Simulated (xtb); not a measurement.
# Run report: HfH3SO2F, geometry relaxation (part 2 of 3)

HfH3SO2F; GFN2-xTB (xtb 6.7.1 later snapshot).  The settings are looser than a standard set-up, so the numbers are not reference values.

Geometry of the input (Å):
```
O  -0.8590  -1.2851  -0.1630
Hf 0.1315  0.2135  0.0857
O  -0.0272  1.1390  1.5673
F  1.6471  -0.7093  0.4747
S  0.0849  1.3216  -2.0327
H  -0.6352  -1.9650  0.5246
H  0.4577  0.8139  2.2710
H  -0.7172  0.4742  -2.5490
```

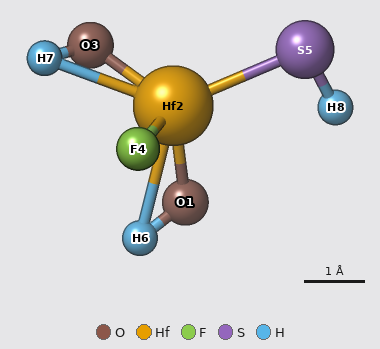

Fig. 1: The structure as given in the input (ball-and-stick view, seen at a tilt; atoms are numbered from 1 in the order of the input). Sticks mark near contacts.

**The program's output, continued**
```
........................................................................
.............................. CYCLE    3 ..............................
........................................................................

 iter      E             dE          RMSdq      gap      omega  full diag
   1    -19.3680385 -0.193680E+02  0.587E-01    2.98       0.0  T
   2    -19.3680703 -0.317916E-04  0.362E-01    3.08       1.0  T
   3    -19.3678825  0.187851E-03  0.212E-01    3.00       1.0  T
   4    -19.3681101 -0.227671E-03  0.104E-01    3.09       1.0  T
   5    -19.3681680 -0.578527E-04  0.214E-02    3.06       1.6  T
   6    -19.3681682 -0.171421E-06  0.717E-03    3.06       4.9  T
   7    -19.3681682 -0.730020E-08  0.416E-03    3.06       8.5  T
   8    -19.3681682 -0.277800E-07  0.901E-04    3.06      39.2  T
   9    -19.3681682 -0.132052E-08  0.338E-04    3.06     104.6  T
     SCC iter.                  ...        0 min,  0.002 sec
     gradient                   ...        0 min,  0.001 sec
 * total energy  :   -19.2940844 Eh     change       -0.2104865E-02 Eh
   gradient norm :     0.0117411 Eh/α   predicted    -0.1764748E-02 ( -16.16%)
   displ. norm   :     0.0780438 α      lambda       -0.4067454E-03
   maximum displ.:     0.0349664 α      in ANC's #4, #8, #5, ...

........................................................................
.............................. CYCLE    4 ..............................
........................................................................

 iter      E             dE          RMSdq      gap      omega  full diag
   1    -19.3650159 -0.193650E+02  0.255E-01    3.03       0.0  T
   2    -19.3650201 -0.422733E-05  0.152E-01    3.07       1.0  T
   3    -19.3649709  0.491707E-04  0.101E-01    3.03       1.0  T
   4    -19.3650310 -0.600790E-04  0.358E-02    3.07       1.0  T
   5    -19.3650373 -0.626617E-05  0.709E-03    3.06       5.0  T
   6    -19.3650373 -0.892731E-08  0.238E-03    3.06      14.9  T
   7    -19.3650373  0.255374E-08  0.158E-03    3.06      22.3  T
   8    -19.3650373 -0.501264E-08  0.243E-04    3.06     145.8  T
   9    -19.3650373 -0.563780E-10  0.689E-05    3.06     512.9  T
     SCC iter.                  ...        0 min,  0.002 sec
     gradient                   ...        0 min,  0.001 sec
 * total energy  :   -19.2943371 Eh     change       -0.2527501E-03 Eh
   gradient norm :     0.0058481 Eh/α   predicted    -0.2046116E-03 ( -19.05%)
   displ. norm   :     0.0412128 α      lambda       -0.7805039E-04
   maximum displ.:     0.0212905 α      in ANC's #3, #4, #7, ...

........................................................................
.............................. CYCLE    5 ..............................
........................................................................

 iter      E             dE          RMSdq      gap      omega  full diag
   1    -19.3644747 -0.193645E+02  0.135E-01    3.05       0.0  T
   2    -19.3644757 -0.107505E-05  0.777E-02    3.07       1.0  T
   3    -19.3644654  0.103407E-04  0.477E-02    3.05       1.0  T
   4    -19.3644764 -0.109973E-04  0.222E-02    3.07       1.6  T
   5    -19.3644786 -0.215887E-05  0.470E-03    3.06       7.5  T
   6    -19.3644786 -0.378468E-08  0.202E-03    3.06      17.5  T
   7    -19.3644786  0.375190E-08  0.113E-03    3.06      31.3  T
   8    -19.3644786 -0.417343E-08  0.204E-04    3.06     173.7  T
   9    -19.3644786 -0.275584E-10  0.389E-05    3.06     909.7  T
     SCC iter.                  ...        0 min,  0.002 sec
     gradient                   ...        0 min,  0.001 sec
 * total energy  :   -19.2943887 Eh     change       -0.5158677E-04 Eh
   gradient norm :     0.0027986 Eh/α   predicted    -0.3909113E-04 ( -24.22%)
   displ. norm   :     0.0357036 α      lambda       -0.3346820E-04
   maximum displ.:     0.0199987 α      in ANC's #7, #3, #2, ...

........................................................................
.............................. CYCLE    6 ..............................
........................................................................

 iter      E             dE          RMSdq      gap      omega  full diag
   1    -19.3643051 -0.193643E+02  0.109E-01    3.05       0.0  T
   2    -19.3643056 -0.504483E-06  0.619E-02    3.06       1.0  T
   3    -19.3642961  0.954903E-05  0.415E-02    3.04       1.0  T
   4    -19.3643071 -0.110240E-04  0.723E-03    3.05       4.9  T
   5    -19.3643071 -0.932380E-08  0.301E-03    3.06      11.7  T
   6    -19.3643071  0.176435E-08  0.148E-03    3.06      23.8  T
   7    -19.3643071 -0.314947E-08  0.375E-04    3.06      94.4  T
   8    -19.3643071 -0.294381E-09  0.107E-04    3.06     330.1  T
     SCC iter.                  ...        0 min,  0.002 sec
     gradient                   ...        0 min,  0.001 sec
 * total energy  :   -19.2944066 Eh     change       -0.1782639E-04 Eh
   gradient norm :     0.0014239 Eh/α   predicted    -0.1675570E-04 (  -6.01%)
   displ. norm   :     0.0390859 α      lambda       -0.1940243E-04
   maximum displ.:     0.0174350 α      in ANC's #7, #2, #11, ...

   *** GEOMETRY OPTIMIZATION CONVERGED AFTER 6 ITERATIONS ***

------------------------------------------------------------------------
 total energy gain   :        -0.0104380 Eh       -6.5499 kcal/mol
 total RMSD          :         0.1393721 a0        0.0738 Å
 total power (kW/mol):        -4.5674897 (step) -988.8490 (real)
------------------------------------------------------------------------

 ANCopt (total)                0 d,  0 h,  0 min,  0.028 sec
 optimizer setup                ...        0 min,  0.000 sec (  0.168%)
 model hessian                  ...        0 min,  0.000 sec (  0.883%)
 ANC generation                 ...        0 min,  0.000 sec (  0.431%)
 coordinate transformation      ...        0 min,  0.000 sec (  0.125%)
 single point calculation       ...        0 min,  0.026 sec ( 92.436%)
 optimization log               ...        0 min,  0.000 sec (  1.342%)
 hessian update                 ...        0 min,  0.000 sec (  0.131%)
 rational function              ...        0 min,  0.000 sec (  1.173%)

================
 final structure:
================
8
 xtb: 6.7.1
O           -0.94598805470097       -1.29885533813484       -0.12930965353822
Hf           0.13523269433725        0.20684604060669        0.03950086602798
O           -0.03133478164752        1.17418062157484        1.61921361561619
F            1.72414398736402       -0.68280642762662        0.52373217773470
S            0.08006549128379        1.36113548384915       -2.07379864676485
H           -0.65162260938920       -2.00060729252968        0.46413322014858
H            0.49612476693734        0.80961252520583        2.33954496027704
H           -0.72391149418470        0.43328438705463       -2.60430653950142

 Bond Distances (Angstroems)
 ---------------------------
O1-Hf2=1.8614        O1-H6=0.9650         Hf2-O1=1.8614        Hf2-O3=1.8598        Hf2-F4=1.8843        Hf2-S5=2.4086
Hf2-H6=2.3817        Hf2-H7=2.4049        O3-Hf2=1.8598        O3-H7=0.9644         F4-Hf2=1.8843        S5-Hf2=2.4086
S5-H8=1.3374         H6-O1=0.9650         H6-Hf2=2.3817        H7-Hf2=2.4049        H7-O3=0.9644         H8-S5=1.3374
 O  H  Rav=0.9647 sigma=0.0003  Rmin=0.9644  Rmax=0.9650     2
 S  H  Rav=1.3374 sigma=0.0000  Rmin=1.3374  Rmax=1.3374     1
 Hf H  Rav=2.3933 sigma=0.0116  Rmin=2.3817  Rmax=2.4049     2
 Hf O  Rav=1.8606 sigma=0.0008  Rmin=1.8598  Rmax=1.8614     2
 Hf F  Rav=1.8843 sigma=0.0000  Rmin=1.8843  Rmax=1.8843     1
 Hf S  Rav=2.4086 sigma=0.0000  Rmin=2.4086  Rmax=2.4086     1

 selected bond angles (degree)
 --------------------
H6-O1-Hf2=110.81               O3-Hf2-O1=116.47               F4-Hf2-O1= 97.54               F4-Hf2-O3= 95.90
S5-Hf2-O1=107.14               S5-Hf2-O3=119.60               S5-Hf2-F4=118.10               H6-Hf2-O1= 22.26
H6-Hf2-O3=107.52               H6-Hf2-F4= 78.18               H6-Hf2-S5=126.37               H7-Hf2-O1=112.13
H7-Hf2-O3= 21.68               H7-Hf2-F4= 75.29               H7-Hf2-S5=136.26               H7-Hf2-H6= 96.39
H7-O3-Hf2=112.88               H8-S5-Hf2= 91.68               Hf2-H6-O1= 46.93               O3-H7-Hf2= 45.44

 selected dihedral angles (degree)
 ---------------------------------
O3-Hf2-O1-H6=289.20           F4-Hf2-O1-H6= 29.67           S5-Hf2-O1-H6=152.22           H7-Hf2-O1-H6=312.54
H7-O3-Hf2-O1= 83.48           H7-O3-Hf2-F4=342.01           H7-O3-Hf2-S5=214.90           H7-O3-Hf2-H6= 61.45
H8-S5-Hf2-O1=358.97           H8-S5-Hf2-O3=223.60           H8-S5-Hf2-F4=107.66           H8-S5-Hf2-H6= 11.64
H8-S5-Hf2-H7=205.80           O1-H6-Hf2-O3=117.56           O1-H6-Hf2-F4=210.09           O1-H6-Hf2-S5=326.42
O1-H6-Hf2-H7=136.62           O3-H7-Hf2-O1=253.75           O3-H7-Hf2-F4=161.48           O3-H7-Hf2-S5= 46.01
O3-H7-Hf2-H6=237.45
           -------------------------------------------------
          |                Final Singlepoint                |
           -------------------------------------------------

          ...................................................
          :                      SETUP                      :
          :.................................................:
          :  # basis functions                  35          :
          :  # atomic orbitals                  33          :
          :  # shells                           15          :
          :  # electrons                        32          :
          :  max. iterations                   250          :
          :  Hamiltonian                  GFN2-xTB          :
          :  restarted?                      false          :
          :  GBSA solvation                  false          :
          :  PC potential                    false          :
          :  electronic temp.          300.0000000     K    :
          :  accuracy                    1.0000000          :
          :  -> integral cutoff          0.2500000E+02      :
          :  -> integral neglect         0.1000000E-07      :
          :  -> SCF convergence          0.1000000E-05 Eh   :
          :  -> wf. convergence          0.1000000E-03 e    :
          :  Broyden damping             0.4000000          :
          :  net charge                          0          :
          :  unpaired electrons                  0          :
          ...................................................

 iter      E             dE          RMSdq      gap      omega  full diag
   1    -19.3643071 -0.193643E+02  0.210E-05    3.06       0.0  T
   2    -19.3643071 -0.888178E-13  0.121E-05    3.06    2915.0  T
   3    -19.3643071  0.234479E-12  0.107E-05    3.06    3309.1  T

   *** convergence criteria satisfied after 3 iterations ***

         #    Occupation            Energy/Eh            Energy/eV
      -------------------------------------------------------------
         1        2.0000           -0.8524078             -23.1952
       ...           ...                  ...                  ...
        10        2.0000           -0.4994496             -13.5907
        11        2.0000           -0.4828013             -13.1377
        12        2.0000           -0.4750260             -12.9261
        13        2.0000           -0.4630357             -12.5998
        14        2.0000           -0.4600879             -12.5196
        15        2.0000           -0.4217368             -11.4760
        16        2.0000           -0.3990008             -10.8574 (HOMO)
        17                         -0.2867141              -7.8019 (LUMO)
        18                         -0.2830923              -7.7033
        19                         -0.2734774              -7.4417
        20                         -0.2436624              -6.6304
        21                         -0.2393118              -6.5120
       ...                                ...                  ...
        33                          0.8393188              22.8390
      -------------------------------------------------------------
                  HL-Gap            0.1122867 Eh            3.0555 eV
             Fermi-level           -0.3428574 Eh           -9.3296 eV

 SCC (total)                   0 d,  0 h,  0 min,  0.003 sec
 SCC setup                      ...        0 min,  0.000 sec (  1.719%)
 Dispersion                     ...        0 min,  0.000 sec (  0.476%)
 classical contributions        ...        0 min,  0.000 sec (  0.195%)
 integral evaluation            ...        0 min,  0.001 sec ( 24.672%)
 iterations                     ...        0 min,  0.001 sec ( 27.665%)
 molecular gradient             ...        0 min,  0.001 sec ( 41.697%)
 printout                       ...        0 min,  0.000 sec (  3.088%)

         :::::::::::::::::::::::::::::::::::::::::::::::::::::
         ::                     SUMMARY                     ::
         :::::::::::::::::::::::::::::::::::::::::::::::::::::
         :: total energy             -19.294406556249 Eh    ::
         :: gradient norm              0.001423950616 Eh/a0 ::
         :: HOMO-LUMO gap              3.055475806693 eV    ::
         ::.................................................::
         :: SCC energy               -19.364300706605 Eh    ::
         :: -> isotropic ES            0.071977203667 Eh    ::
         :: -> anisotropic ES         -0.006938515676 Eh    ::
         :: -> anisotropic XC         -0.000512866522 Eh    ::
         :: -> dispersion             -0.003894379690 Eh    ::
         :: repulsion energy           0.069894150356 Eh    ::
         :: add. restraining           0.000000000000 Eh    ::
         :: total charge              -0.000000000000 e     ::
         :::::::::::::::::::::::::::::::::::::::::::::::::::::

           -------------------------------------------------
          |                Numerical Hessian                |
           -------------------------------------------------
step length          :   0.00500
SCC accuracy         :   0.30000
Hessian scale factor :   1.00000
frozen atoms in %    :   0.00000    0
RMS gradient         :   0.00142
estimated CPU  time      0.00 min

writing file <hessian>, containing the non-mass-weighted Hessian matrix in atomic units (Eₕ/Bohr²).

 projected vibrational frequencies (cm⁻¹)
eigval :       -0.00    -0.00    -0.00     0.00     0.00     0.00
eigval :       57.12    68.54    75.96   109.46   133.96   155.04
eigval :      261.22   298.26   320.42   423.23   462.19   464.57
eigval :      485.17   567.72   587.12  2355.42  3543.36  3551.78
           -------------------------------------------------
          |                Property Printout                |
           -------------------------------------------------

    * Orbital Energies and Occupations
```
